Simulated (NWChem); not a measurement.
**the pair CH6N2···SiH2, step by step**

We compute the energy (singlet CH8N2Si, CAM-B3LYP-D3(BJ)/3-21G), then a single-point energy (singlet CH6N2, CAM-B3LYP-D3(BJ)/3-21G), then a single-point energy (singlet SiH2, CAM-B3LYP-D3(BJ)/3-21G), then the energy (singlet CH6N2, CAM-B3LYP-D3(BJ)/3-21G), then a single-point energy (singlet SiH2, CAM-B3LYP-D3(BJ)/3-21G) of CH8N2Si and its partners. 

Program for the calculation: NWChem 7.3.0.

**1. Starting point**

CH8N2Si: 12 atoms, total charge 0, spin state singlet. The two molecules were placed rigidly side by side, at 1 times their contact distance; the pair isn't optimised.

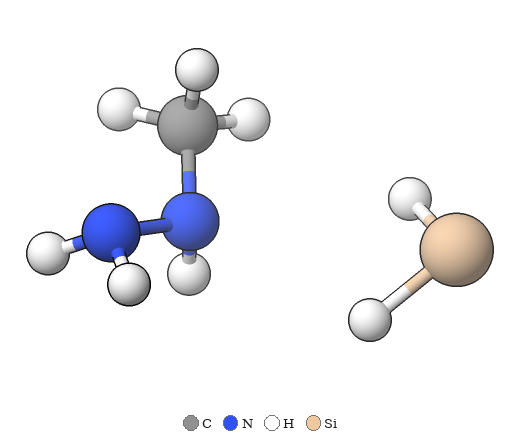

The structure, seen from a chosen angle (carbon grey, nitrogen blue, hydrogen white, silicon light orange).

**2. A single-point energy at CAM-B3LYP-D3(BJ)/3-21G (run 1)**

Input file ch8n2si.nw:

```
start ch8n2si
title "CH8N2Si"
memory 2200 mb
charge 0
geometry units angstroms noautosym nocenter noautoz
   C     -0.632300     0.772800    -0.416900
   N      0.617000     0.174400    -0.007000
   N      0.386900    -0.878100     0.905200
   H     -1.339400     0.063700    -0.877000
   H     -0.423200     1.566400    -1.138500
   H     -1.118900     1.213000     0.454700
   H      1.126500    -0.146800    -0.824300
   H      0.164900    -1.755100     0.439600
   H      1.218500    -1.010300     1.464200
   Si     2.649620     3.209750    -0.164820
   H      2.953800     1.715160    -0.142440
   H      1.567050     3.005530    -1.219940
end
basis spherical bse
   * library 3-21G
end
dft
   xc xcamb88 1.00 lyp 0.81 vwn_5 0.19 hfexch 1.00
   cam 0.33 cam_alpha 0.19 cam_beta 0.46
   disp vdw 4
   grid fine
   convergence energy 1e-08
   direct
   maxiter 100
   mulliken
   print low
end
task dft energy
```

On the command line:

```bash
$ nwchem ch8n2si.nw > ch8n2si.out
```

Output:

```text
[...]
 d= 0,ls=0.0,diis     1   -439.2723696565 -5.88D+02  1.01D-02  4.28D-01     1.9
[...]
 d= 0,ls=0.0,diis     9   -439.3185231843 -9.52D-09  3.90D-06  4.32D-09    14.8
         Total DFT energy =     -439.318523184271
      One electron energy =     -897.543292452951
           Coulomb energy =      352.873933833365
    Exchange-Corr. energy =      -42.902711285356
 Nuclear repulsion energy =      148.259298045870
    Dispersion correction =       -0.005751325199
[...]
      Total Density - Mulliken Population Analysis
     ---------------------------------------------
    Atom       Charge   Shell Charges
 -----------   ------   -------------------------------------------------------
    1 C    6     6.37   1.99  0.38  1.68  1.01  1.32
    2 N    7     7.45   1.99  0.37  1.87  1.29  1.93
    3 N    7     7.52   1.99  0.38  1.87  1.28  2.00
    4 H    1     0.85   0.47  0.37
    5 H    1     0.81   0.47  0.34
    6 H    1     0.79   0.47  0.32
    7 H    1     0.73   0.47  0.27
    8 H    1     0.75   0.46  0.28
    9 H    1     0.71   0.46  0.25
   10 Si  14    13.70   2.00  1.98  5.84  0.87  1.26  0.96  0.78
[...]
```

It took 16 s on 1 thread of Intel Xeon Platinum 8488C (Sapphire Rapids), shared host; peak memory 0.12 GiB.

**3. CH6N2: the energy at CAM-B3LYP-D3(BJ)/3-21G (run 2)**

Input file ch6n2.nw:

```
start ch6n2
title "CH6N2 energy"
memory stack 880 mb heap 220 mb global 1100 mb
charge 0

geometry units angstrom noautosym nocenter noautoz
C    -0.632300    0.772800   -0.416900
N     0.617000    0.174400   -0.007000
N     0.386900   -0.878100    0.905200
H    -1.339400    0.063700   -0.877000
H    -0.423200    1.566400   -1.138500
H    -1.118900    1.213000    0.454700
H     1.126500   -0.146800   -0.824300
H     0.164900   -1.755100    0.439600
H     1.218500   -1.010300    1.464200
end

basis spherical bse
* library 3-21G
end

dft
xc xcamb88 1.00 lyp 0.81 vwn_5 0.19 hfexch 1.00
cam 0.33 cam_alpha 0.19 cam_beta 0.46
disp vdw 4
grid fine
convergence energy 1e-08
direct
iterations 100
mulliken
print low
end

task dft
```

On the command line:

```bash
$ nwchem ch6n2.nw > ch6n2.out
```

Output:

```text
[...]
 d= 0,ls=0.0,diis     1   -150.2115789456 -2.35D+02  1.27D-02  3.62D-01     0.9
[...]
 d= 0,ls=0.0,diis     8   -150.2480873337 -8.15D-09  4.10D-06  6.90D-08     5.7
         Total DFT energy =     -150.248087333672
      One electron energy =     -370.082353262178
           Coulomb energy =      156.659542107160
    Exchange-Corr. energy =      -21.385805108773
 Nuclear repulsion energy =       84.563485869253
    Dispersion correction =       -0.002956939133
[...]
      Total Density - Mulliken Population Analysis
     ---------------------------------------------
    Atom       Charge   Shell Charges
 -----------   ------   -------------------------------------------------------
    1 C    6     6.36   1.99  0.38  1.68  1.01  1.31
    2 N    7     7.45   1.99  0.37  1.87  1.29  1.93
    3 N    7     7.52   1.99  0.38  1.87  1.28  2.00
    4 H    1     0.85   0.47  0.38
    5 H    1     0.82   0.47  0.35
    6 H    1     0.79   0.47  0.32
    7 H    1     0.74   0.47  0.28
    8 H    1     0.75   0.47  0.28
    9 H    1     0.72   0.46  0.25
[...]
```

It took 6.6 s on 1 thread of Intel Xeon Platinum 8488C (Sapphire Rapids), shared host; peak memory 0.12 GiB.

**4. SiH2: the energy at CAM-B3LYP-D3(BJ)/3-21G (run 3)**

Input file input.nw:

```
start input
title "H2Si"
memory 2200 mb

geometry noautosym nocenter noautoz
Si     2.649620     3.209750    -0.164820
H      2.953800     1.715160    -0.142440
H      1.567050     3.005530    -1.219940
end

basis spherical bse
Si library 3-21G
H library 3-21G
end

dft
xc xcamb88 1.00 lyp 0.81 vwn_5 0.19 hfexch 1.00
cam 0.33 cam_alpha 0.19 cam_beta 0.46
disp vdw 4
grid fine
convergence energy 1e-08
direct
iterations 100
mulliken
noprint "final vectors analysis"
end

task dft energy
```

On the command line:

```bash
$ nwchem input.nw > input.out
```

Output:

```text
[...]
          Wavefunction type:  closed shell.
          No. of atoms     :     3
          No. of electrons :    16
[...]
          Charge           :     0
          Spin multiplicity:     1
[...]
          AO basis - number of functions:    17
[...]
              XC Information
              --------------
                     Hartree-Fock (Exact) Exchange  1.000
                   CAM-Becke88 Exchange Functional  1.000
                      VWN V Correlation Functional  0.190 local
              Lee-Yang-Parr Correlation Functional  0.810
[...]
 d= 0,ls=0.0,diis     1   -289.0525393912 -2.99D+02  1.69D-02  6.68D-02     0.2
[...]
 d= 0,ls=0.0,diis     6   -289.0626704626 -6.00D-09  1.82D-06  1.12D-10     0.7
         Total DFT energy =     -289.062670462576
      One electron energy =     -419.932859665238
           Coulomb energy =      142.435571183786
    Exchange-Corr. energy =      -21.520952727981
 Nuclear repulsion energy =        9.956238262654
    Dispersion correction =       -0.000667515798
[...]
      Total Density - Mulliken Population Analysis
     ---------------------------------------------
    Atom       Charge   Shell Charges
 -----------   ------   -------------------------------------------------------
    1 Si  14    13.68   2.00  1.98  5.85  0.87  1.26  0.96  0.77
    2 H    1     1.16   0.43  0.73
    3 H    1     1.16   0.43  0.73
[...]
```

Wall time 1.3 s (1 thread of Intel Xeon Platinum 8488C (Sapphire Rapids), shared host); peak memory 0.11 GiB.

**5. CH6N2 among ghost functions: a single-point energy at CAM-B3LYP-D3(BJ)/3-21G (with ghost functions) (run 4)**

ch6n2.nw: that of step 3 with these lines changed.

```diff
@@ -1,6 +1,5 @@
 start ch6n2
-title "CH6N2 energy"
-memory stack 880 mb heap 220 mb global 1100 mb
+title "CH6N2"
+memory total 2200 mb
 charge 0
-
 geometry units angstrom noautosym nocenter noautoz
@@ -15,8 +14,13 @@
 H     1.218500   -1.010300    1.464200
+bqSi     2.649620     3.209750    -0.164820
+bqH      2.953800     1.715160    -0.142440
+bqH      1.567050     3.005530    -1.219940
 end
-
 basis spherical bse
-* library 3-21G
+C library 3-21G
+N library 3-21G
+H library 3-21G
+bqSi library Si 3-21G
+bqH library H 3-21G
 end
-
 dft
@@ -28,3 +32,3 @@
 direct
-iterations 100
+maxiter 100
 mulliken
@@ -32,3 +36,2 @@
 end
-
-task dft
+task dft energy
```

On the command line:

```bash
$ nwchem ch6n2.nw > ch6n2.out
```

Output:

```text
[...]
 d= 0,ls=0.0,diis     1   -150.2148161678 -2.35D+02  8.85D-03  3.65D-01     1.8
[...]
 d= 0,ls=0.0,diis     8   -150.2518704929 -8.86D-09  3.06D-06  7.92D-08    12.9
         Total DFT energy =     -150.251870492889
      One electron energy =     -370.009079374341
           Coulomb energy =      156.573947060289
    Exchange-Corr. energy =      -21.377267108956
 Nuclear repulsion energy =       84.563485869253
    Dispersion correction =       -0.002956939133
[...]
      Total Density - Mulliken Population Analysis
     ---------------------------------------------
    Atom       Charge   Shell Charges
 -----------   ------   -------------------------------------------------------
    1 C    6     6.36   1.99  0.38  1.68  1.01  1.31
    2 N    7     7.45   1.99  0.37  1.87  1.29  1.93
    3 N    7     7.52   1.99  0.38  1.87  1.28  2.00
    4 H    1     0.85   0.47  0.38
    5 H    1     0.81   0.47  0.34
    6 H    1     0.78   0.47  0.31
    7 H    1     0.74   0.47  0.27
    8 H    1     0.75   0.46  0.28
    9 H    1     0.71   0.46  0.25
   10 X    0     0.02  -0.00 -0.00  0.00 -0.00 -0.00  0.01  0.02
[...]
```

Wall time 14 s (1 thread of Intel Xeon Platinum 8488C (Sapphire Rapids), shared host); peak memory 0.12 GiB.

**6. SiH2 among ghost functions: the energy at CAM-B3LYP-D3(BJ)/3-21G (with ghost functions) (run 5)**

Input file h2si.nw:

```
echo
start h2si
title "H2Si CAM-B3LYP"
memory total 2200 mb
charge 0

geometry units angstrom noautosym nocenter noautoz
   Si     2.649620     3.209750    -0.164820
   H      2.953800     1.715160    -0.142440
   H      1.567050     3.005530    -1.219940
   bqC     -0.632300     0.772800    -0.416900
   bqN      0.617000     0.174400    -0.007000
   bqN      0.386900    -0.878100     0.905200
   bqH     -1.339400     0.063700    -0.877000
   bqH     -0.423200     1.566400    -1.138500
   bqH     -1.118900     1.213000     0.454700
   bqH      1.126500    -0.146800    -0.824300
   bqH      0.164900    -1.755100     0.439600
   bqH      1.218500    -1.010300     1.464200
end

basis spherical bse
   Si library 3-21G
   H library 3-21G
   bqC library C 3-21G
   bqN library N 3-21G
   bqH library H 3-21G
end

dft
   xc xcamb88 1.00 lyp 0.81 vwn_5 0.19 hfexch 1.00
   cam 0.33 cam_alpha 0.19 cam_beta 0.46
   disp vdw 4
   grid fine
   convergence energy 1e-08
   direct
   iterations 100
   mulliken
   print low
end

task dft energy
```

On the command line:

```bash
$ nwchem h2si.nw > h2si.out
```

Output:

```text
[...]
 d= 0,ls=0.0,diis     1   -289.0532862343 -2.99D+02  5.18D-03  6.75D-02     1.7
[...]
 d= 0,ls=0.0,diis     6   -289.0635190225 -6.63D-09  6.36D-07  1.41D-10     8.4
         Total DFT energy =     -289.063519022533
      One electron energy =     -419.918843361770
           Coulomb energy =      142.418647634166
    Exchange-Corr. energy =      -21.518894041785
 Nuclear repulsion energy =        9.956238262654
    Dispersion correction =       -0.000667515798
[...]
      Total Density - Mulliken Population Analysis
     ---------------------------------------------
    Atom       Charge   Shell Charges
 -----------   ------   -------------------------------------------------------
    1 Si  14    13.68   2.00  1.98  5.84  0.87  1.26  0.96  0.76
    2 H    1     1.16   0.43  0.73
    3 H    1     1.16   0.43  0.73
    4 X    0    -0.00   0.00  0.00 -0.00 -0.00  0.00
    5 X    0     0.00   0.00  0.00 -0.00 -0.00  0.00
    6 X    0    -0.00   0.00  0.00 -0.00 -0.00  0.00
    7 X    0     0.00   0.00  0.00
    8 X    0     0.00  -0.00  0.00
    9 X    0     0.00  -0.00  0.00
   10 X    0     0.00  -0.00  0.00
[...]
```

It took 9.3 s on 1 thread of Intel Xeon Platinum 8488C (Sapphire Rapids), shared host; peak memory 0.12 GiB.

**7. Results**

| quantity | value |
| --- | --- |
| run 1, CAM-B3LYP-D3(BJ)/3-21G: total energy | -439.31852 Eh |
| run 1, CAM-B3LYP-D3(BJ)/3-21G: dispersion energy | -15.10 kJ/mol |
| CH6N2: total energy | -150.24809 Eh |
| CH6N2: dispersion energy | -7.76 kJ/mol |
| SiH2: total energy | -289.06267 Eh |
| SiH2: dipole moment | 0.72 D |
| SiH2: dispersion energy | -1.75 kJ/mol |
| CH6N2 among ghost functions: total energy | -150.25187 Eh |
| CH6N2 among ghost functions: dispersion energy | -7.76 kJ/mol |
| SiH2 among ghost functions: total energy | -289.06352 Eh |
| SiH2 among ghost functions: dispersion energy | -1.75 kJ/mol |
| interaction energy of the rigid parts CH6N2 and SiH2 (parts in their own basis; closest atoms 2.46 Å apart) | -0.211 eV |
| interaction energy of the rigid parts CH6N2 and SiH2 (parts in the whole basis, counterpoise; closest atoms 2.46 Å apart) | -0.085 eV |

The interaction energy of the rigid parts CH6N2 and SiH2 (parts in their own basis; closest atoms 2.46 Å apart) is −0.21 eV (−4.9 kcal/mol): the parts attract. Without counterpoise this holds the superposition error of the basis. The interaction energy of the rigid parts CH6N2 and SiH2 (parts in the whole basis, counterpoise; closest atoms 2.46 Å apart) is −0.09 eV (−8.2 kJ/mol): the parts attract. The basis-set superposition error is 12.2 kJ/mol. Mulliken charges (CH6N2) run from -0.52 on N3 to +0.28 on H9. Mulliken charges (SiH2) run from -0.16 on H2 to +0.32 on Si1; they depend strongly on the basis.
